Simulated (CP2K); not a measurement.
Consider 2-mercaptopyrrole at its PBE geometry (Å).

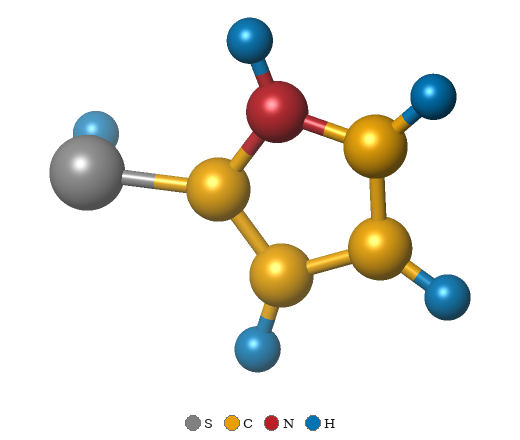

The molecule (sulfur grey, carbon orange, nitrogen red, hydrogen blue).

```xyz
11

S     2.4767    0.1094   -0.7389
C     0.7919   -0.0399   -0.2860
C    -0.0422   -1.1511   -0.2213
C    -1.3427   -0.6946    0.1220
C    -1.2809    0.6852    0.2541
N     0.0120    1.0699   -0.0008
H     3.0221    0.0664    0.5039
H     0.2699   -2.1731   -0.4041
H    -2.2305   -1.3029    0.2570
H    -2.0451    1.4123    0.5036
H     0.3688    2.0185    0.0105
```

Method: CP2K XAS_TDP, all-electron GAPW, PBEh(45%), aug-cc-pVDZ, TDA, no relativity.

Question: Where do the C K-edge lines lie, and how strong are they?

Leading lines: C2 283.19 eV, C3 281.98 eV, C4 282.28 eV and C5 282.56 eV. The leading line of an atom is its first one with 35 % of the strongest within 2.5 eV of its lowest line over the strength cut. 

The first six lines of each atom with a strength over 0.0015:

```
                     atom  energy (eV)  states  strength, one atom
C2 (bonded to C, N and S)       283.19       1              0.0461
                                284.86       1              0.0344
                                285.52       1              0.0025
                                286.22       1              0.0019
                                287.48       1              0.0025
                                287.81       1              0.0124
 C3 (bonded to 2 C and H)       281.98       1              0.0482
                                284.08       1              0.0063
                                284.33       1              0.0049
                                284.63       1              0.0060
                                285.17       1              0.0021
                                285.55       1              0.0020
 C4 (bonded to 2 C and H)       282.28       1              0.0491
                                283.76       1              0.0038
                                283.97       1              0.0074
                                284.58       1              0.0026
                                285.48       1              0.0015
                                285.80       1              0.0027
C5 (bonded to C, N and H)       282.56       1              0.0521
                                284.67       1              0.0103
                                285.52       1              0.0024
                                285.74       1              0.0016
                                286.30       1              0.0016
                                286.44       1              0.0019
```

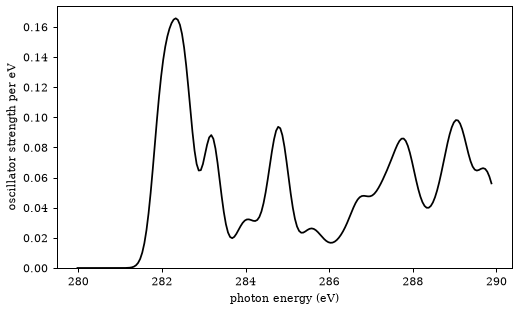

All atoms added, broadened by 0.5 eV.

Lines are vertical, at one geometry, with no vibrational structure. Without a correction of the core level, line positions, and the gaps between valence and Rydberg lines, follow the share of exact exchange. At this level such K lines come out 3 to 6 eV under measured ones. These values hold no scalar relativity, about 0.1 eV for C 1s. Rydberg lines, and the discretised continuum above threshold, depend on the basis and the box.

[Banner, clock and machine lines of the logs are left out without a mark of their own.]

[Logs are printed without paths, hosts, clocks, repeated set-up lines and the standing remarks that a program may print on its own settings, such as how far it seeks lower states.]

[Hosts, paths, dates, database ids (printed as entryN), source tags and the programs' standing remarks are cut or masked in the printed files.]
